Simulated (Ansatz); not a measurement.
Input file:

```
crystal:
  periodic: [false, false, false]
  atoms:
    - {symbol: C, position_ang: [-0.511967, -0.959531, 0.806556]}
    - {symbol: Ge, position_ang: [0.477395, 0.042375, -0.486385]}
    - {symbol: F, position_ang: [2.166934, -0.020434, -0.188090]}
    - {symbol: F, position_ang: [0.271229, -0.580651, -2.072829]}
    - {symbol: C, position_ang: [0.042905, 1.906886, -0.603510]}
    - {symbol: N, position_ang: [-0.263795, 3.015687, -0.624065]}
    - {symbol: H, position_ang: [-0.337231, -0.545341, 1.799537]}
    - {symbol: H, position_ang: [-1.575099, -0.907553, 0.571724]}
    - {symbol: H, position_ang: [-0.181871, -1.997838, 0.780061]}
basis:
  gaussian: {orbitals: def2-TZVPP}
hamiltonian: {xc: pbe0, dispersion: d4}
output: {orbitals: {seedname: orbitals}}
```

Command:

```sh
ansatz run in.yaml --threads 4 --pin off --events-out ev --progress --plain --max-ram 10444MiB
```

Geometry: PBE0-D4/def2-TZVP.

The calculation used RKS PBE0-D4/def2-TZVPP (Ansatz 0.2.0).

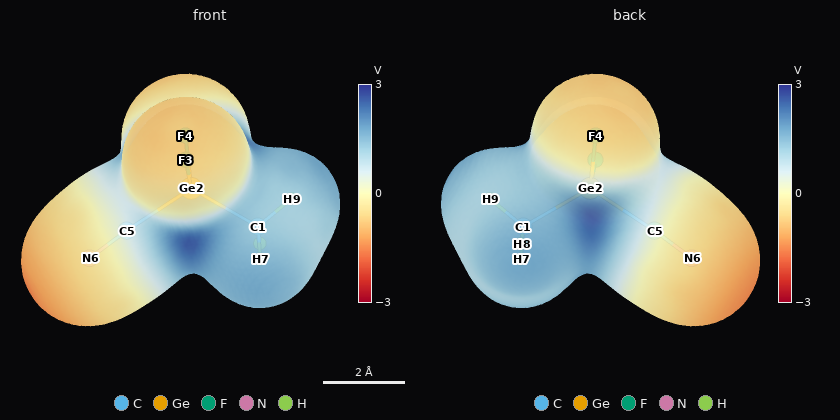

C2H3F2GeN. The electrostatic potential painted on the density surface at 0.002 e/bohr³, seen from the front and from behind; red is negative and blue positive.

Where is the surface potential most negative and most positive?

Answer. The most negative region (about −1.5 V, or −35 kcal/mol for a unit charge) lies over N6, the most positive (about +2.5 V, or +58 kcal/mol for a unit charge) over Ge2. N6 is the likeliest acceptor of a hydrogen bond.
